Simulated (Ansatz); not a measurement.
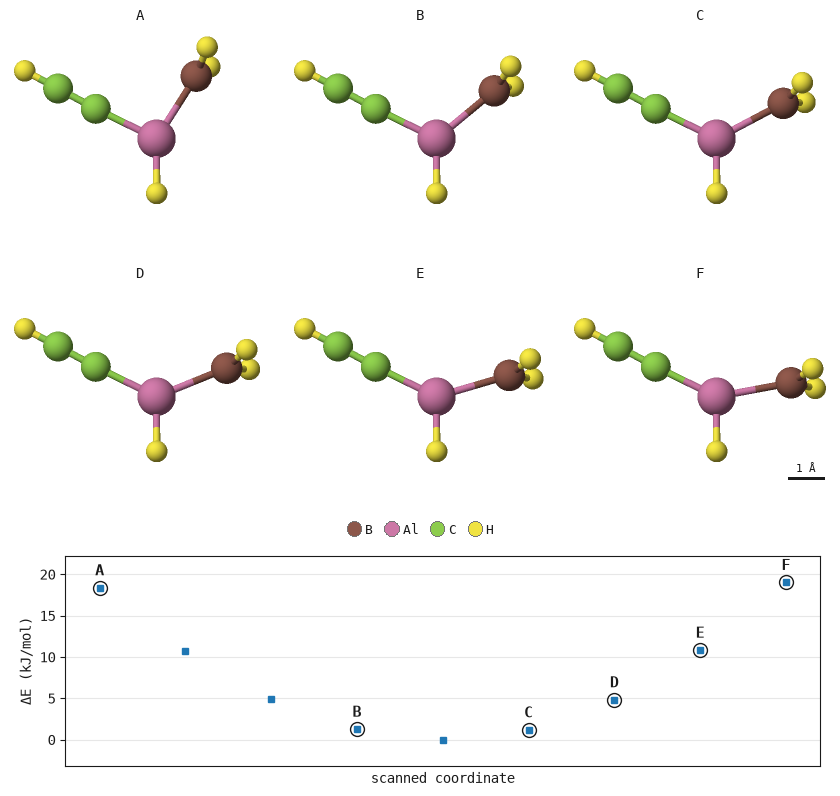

Frames of a one-coordinate scan of C2H4AlB. The picture is a ball-and-stick view, seen onto the plane of the angle, with a slight tilt.

Single-point energies from Ansatz with B3LYP-D4 in the def2-TZVPP basis, on geometries moved rigidly from the minimum at PBE0-D4/def2-TZVP. Energies are counted from the PBE0-D4/def2-TZVP minimum geometry at the same level.

Q: Which coordinate changes from frame to frame?

A: One B–Al–C angle is varied, with the rest of the molecule carried along rigidly. In the frames the angle is 94.1° (A), 112.1° (B), 124.1° (C), 130.1° (D), 136.1° (E), 142.1° (F). The lowest computed point lies at the angle 118.1° (0.0 kJ/mol). At the ends of the scan the energy is 18.4 kJ/mol (94.1°) and 19.0 kJ/mol (142.1°). The curvature at the lowest point is about 2.3 eV/rad².
